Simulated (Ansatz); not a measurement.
**Cl3GeH···HBr: density, localisation and related maps**

The calculation's input:

```
crystal:
  periodic: [false, false, false]
  atoms:
    - { symbol: Ge, position_ang: [0.0, 0.0, 0.0] }
    - { symbol: H, position_ang: [0.0, 0.0, 1.9] }
    - { symbol: Cl, position_ang: [2.0935, 0.0, -0.7393] }
    - { symbol: Cl, position_ang: [-1.0456, 1.8115, -0.7393] }
    - { symbol: Cl, position_ang: [-1.0456, -1.8115, -0.7393] }
    - { symbol: Br, position_ang: [-2.5623, 0.0, 0.8514] }
    - { symbol: H, position_ang: [-0.9607, 0.0, 1.9922] }
basis:
  gaussian: { orbitals: def2-SVP }
hamiltonian:
  xc: b3lyp
relax:
  f_tol: 0.15
  max_steps: 25
  restrain:
    - { distance: [0, 5], at: 3.6, k: 30.0 }
    - { distance: [6, 1], at: 1.86, k: 30.0 }
    - { distance: [0, 1], at: 1.55, k: 30.0 }
    - { distance: [6, 5], at: 1.55, k: 30.0 }
output:
  orbitals: {}
```

Run with:

```sh
ansatz run input.yaml --threads 4 --pin off --max-ram 5120MiB --backend cpu --events-out ev --progress --plain --runs-dir out
```

The fields are those of the run's last geometry, not of the input's.

Not at a stationary point (largest force 1.6 eV/Å).

Level of theory: Ansatz, RKS B3LYP/def2-SVP.

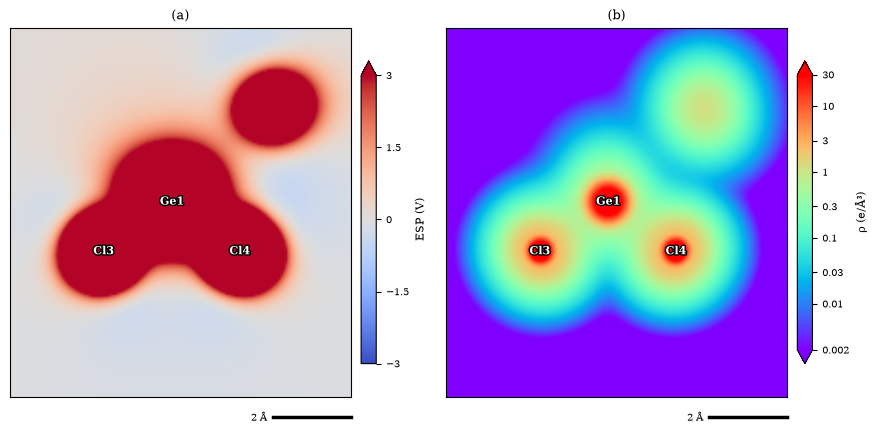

Figure 1. (a) molecular electrostatic potential; (b) electron density on the plane of atoms Cl3, Ge1 and Cl4.

### What does the map show?

The plane passes through Ge and Cl nuclei.
Ge–Cl (2.16 Å): ρ at the midpoint is about 0.73 e/Å³.
Outside the dense part of the complex the potential is most negative (−0.4 V) near Cl4.

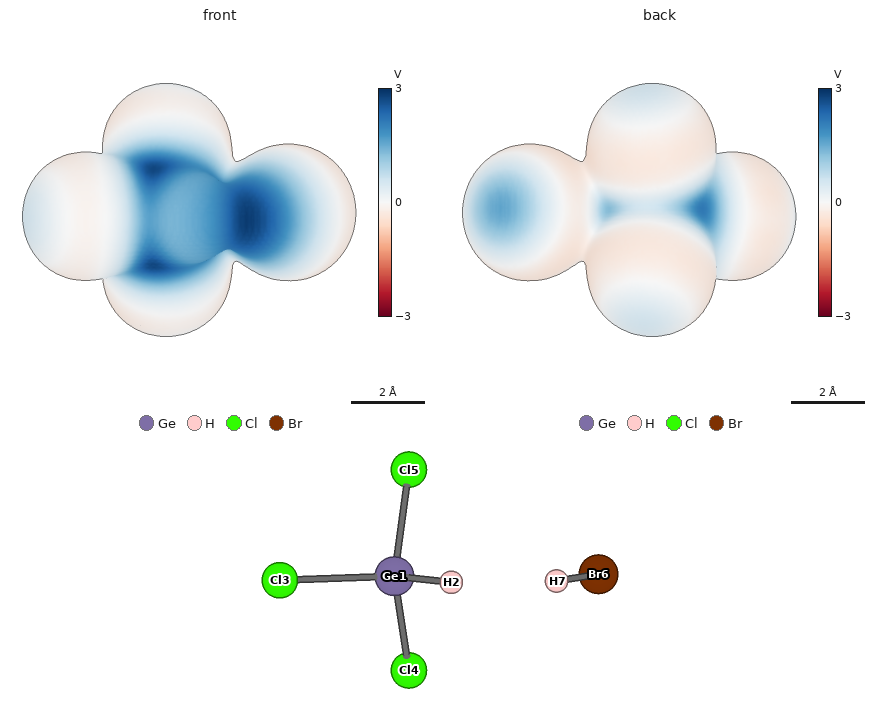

Figure 2. The molecular electrostatic potential painted on the density surface at 0.004 e/bohr³, seen from the front and from behind; the colour scale runs from red (negative) to blue (positive). The bare structure is drawn below in the same view.

### Describe the electrostatic potential map.

The most negative region (about −0.4 V) lies over Cl4, Cl5 and Br6, the most positive (about +2.8 V) over Ge1 and H7. Cl3 shows a σ-hole: about +0.5 V at the tip opposite its bond, against about −0.2 V on its flanks. Cl4 shows a σ-hole: about +0.5 V at the tip opposite its bond, against about −0.2 V on its flanks. Cl5 shows a σ-hole: about +0.5 V at the tip opposite its bond, against about −0.2 V on its flanks. Br6 shows a σ-hole: about +1.5 V at the tip opposite its bond, against about −0.2 V on its flanks.

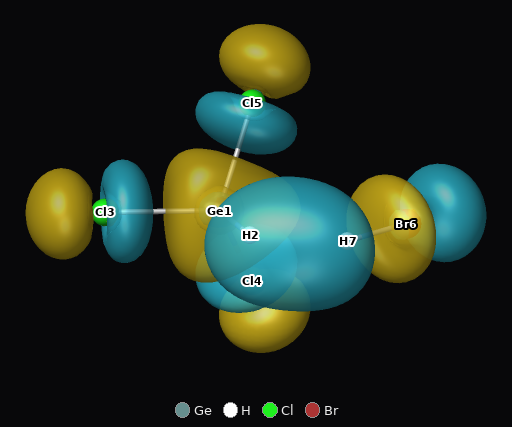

Figure 3. The LUMO at ±0.08 Å⁻³ᐟ² (yellow and cyan are the two phases), seen at a tilt.

### Where does this orbital lie, and at what energy?

By Hirshfeld shares it lies mainly on Ge1 (about 25 %), Br6 (about 15 %), Cl4 (about 15 %), Cl5 (about 15 %), Cl3 (about 10 %) and H2 (about 10 %). Its energy is −2.18 eV.
